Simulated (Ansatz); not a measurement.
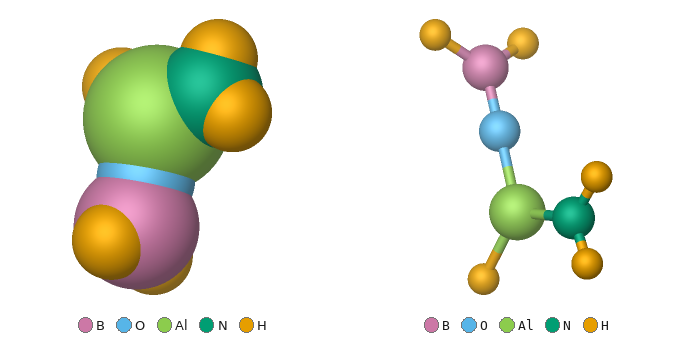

Two views of one molecule.

What does the picture show?

The molecule is AlBH5NO. SMILES: `B[O][AlH][NH2]`. Among its groups: B–H bond. The point group is Cs. Coordination: 1 B trigonal planar; 1 O linear; 1 Al trigonal planar; 1 N trigonal planar.

More results for the same structure follow; atom numbers are the same in all pictures, views and colours differ. The computed structure is the end point of a PBE0-D4/def2-TZVP optimisation.

### Geometry

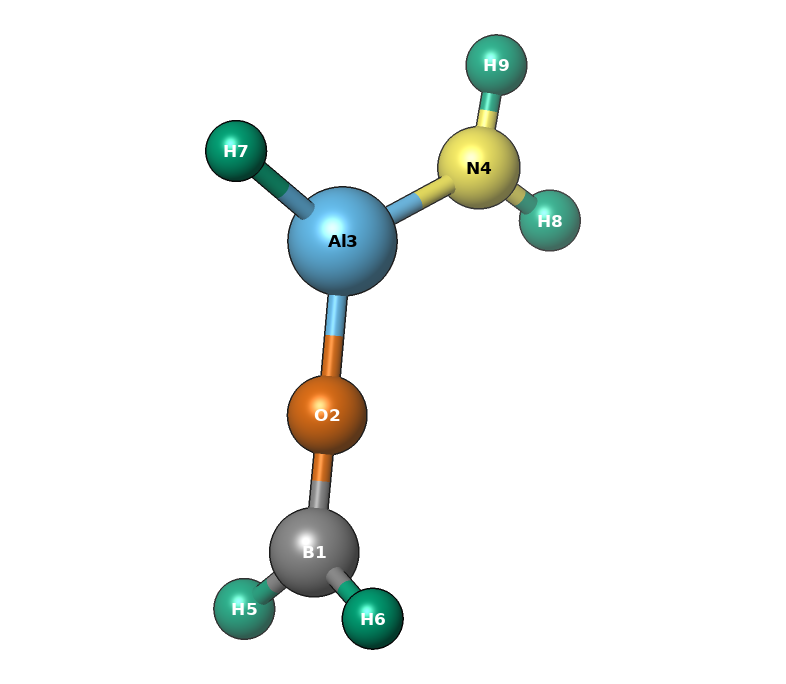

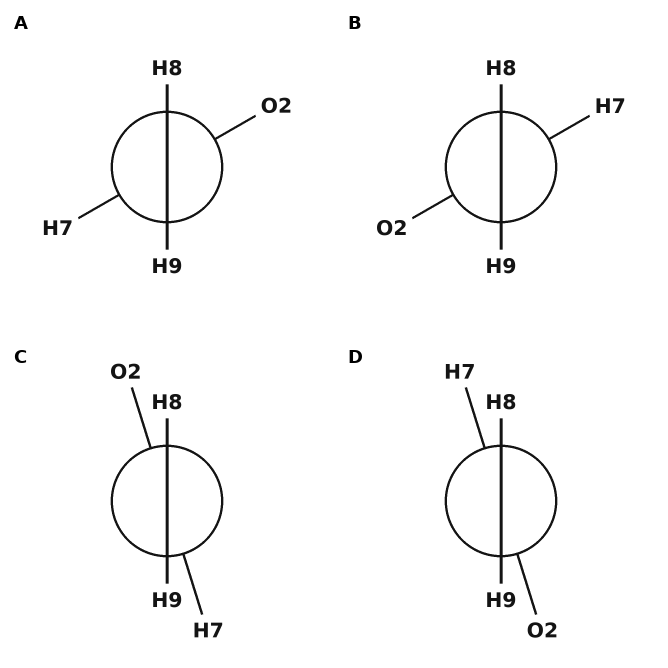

Distant atoms are faded towards the background colour. Bonds that would overlap in a projection are set slightly apart.

**Which Newman projection shows the view along N4–Al3, with N4 in front?**

C. The torsion angle H8–N4–Al3–O2 is 0°, synperiplanar (eclipsed).

### Thermal motion

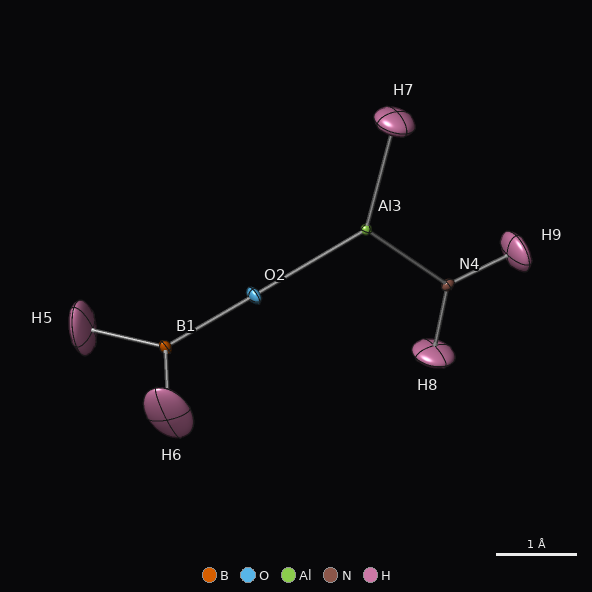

Displacement ellipsoids at the 50 % level, from the internal vibrations of the free molecule (harmonic, no overall translation or rotation; no half-axis is drawn under 0.075 Å). Vibrations computed with RKS PBE0-D4/def2-TZVP (Ansatz 0.2.0). Temperature: 0 K (zero-point motion alone).

Give the displacement parameters, one line for each set of equivalent atoms.

```
  atom  U_eq (Å²)   rms amplitudes (Å)
    B1     0.0032  0.036, 0.055, 0.073
    O2     0.0049  0.030, 0.071, 0.093
   Al3    0.00077  0.021, 0.026, 0.034
    N4     0.0018  0.032, 0.032, 0.058
H5, H6     0.0414  0.087, 0.190, 0.283
    H7     0.0241  0.096, 0.166, 0.189
    H8     0.0245  0.076, 0.168, 0.199
    H9     0.0251  0.084, 0.155, 0.211
```

### Levels of theory compared

Program: Ansatz 0.2.0.

Tabulate HOMO–LUMO gap (eV) at these levels: B97M-V/def2-TZVPP; BLYP-D4/def2-TZVPP; HSE06 (plane-wave form)-D4/def2-TZVPP; PBE-D4/def2-TZVPP; PBE0-D4/def2-QZVPP; PBE0-D4/def2-TZVPP; r2SCAN-D4/def2-TZVPP; r2SCANh-D4/def2-TZVPP; revPBE-D4/def2-TZVPP.

```csv
level,HOMO–LUMO gap (eV)
B97M-V/def2-TZVPP,5.50
BLYP-D4/def2-TZVPP,4.86
HSE06 (plane-wave form)-D4/def2-TZVPP,6.47
PBE-D4/def2-TZVPP,4.84
PBE0-D4/def2-QZVPP,7.22
PBE0-D4/def2-TZVPP,7.26
r2SCAN-D4/def2-TZVPP,5.56
r2SCANh-D4/def2-TZVPP,6.43
revPBE-D4/def2-TZVPP,4.90
```

### Charges

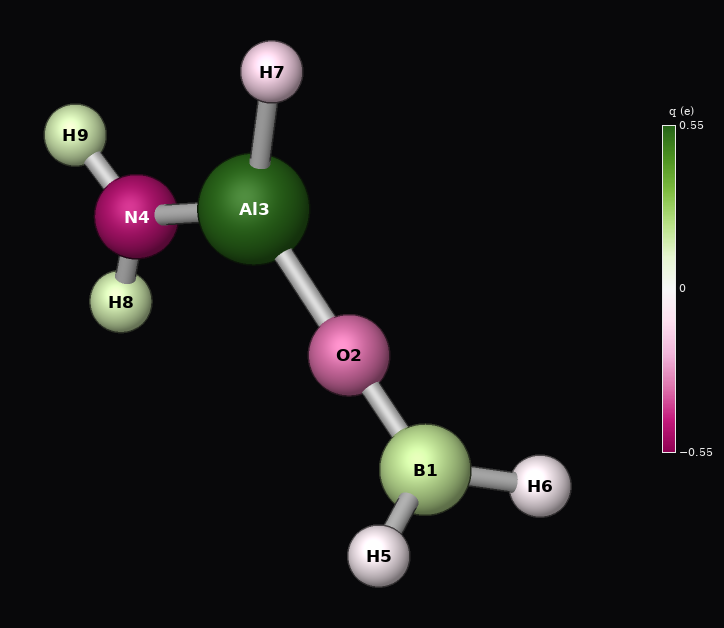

Atoms are coloured by their Mulliken charges. Properties computed with RKS r2SCAN-D4/def2-TZVPP (Ansatz 0.2.0).

List the Mulliken charges.

| atom | value (e) |
| --- | --- |
| B1 | 0.20 |
| O2 | −0.34 |
| Al3 | 0.54 |
| N4 | −0.47 |
| H5 | −0.05 |
| H6 | −0.05 |
| H7 | −0.13 |
| H8 | 0.16 |
| H9 | 0.15 |

Mulliken values depend strongly on the basis set and can even reverse the polarity of a bond.
